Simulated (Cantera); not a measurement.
A closed system holds: 1 mol Pb, 2.3 mol CO, 0.65 mol H2, at 0.0280 bar.

These are equilibrium values from Cantera (NASA tables, ideal gas, pure condensed phases), not measurements of a reactor. Candidate condensed phases: C, C6H6, C7H8, C8H18, H2O, Pb, PbO, PbO2, Pb3O4; 113 gas species. Kinetics and transport are ignored.

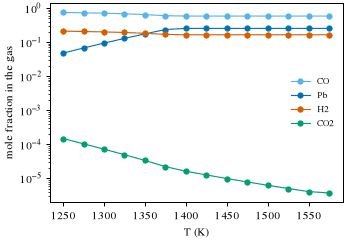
Equilibrium gas composition (values under 1e-9 drawn at 1e-9)

Task: Read off the mole fractions at 1400 K.

Result: CO about 0.58, Pb about 0.25, H2 about 0.16, CO2 about 1.6e-5.
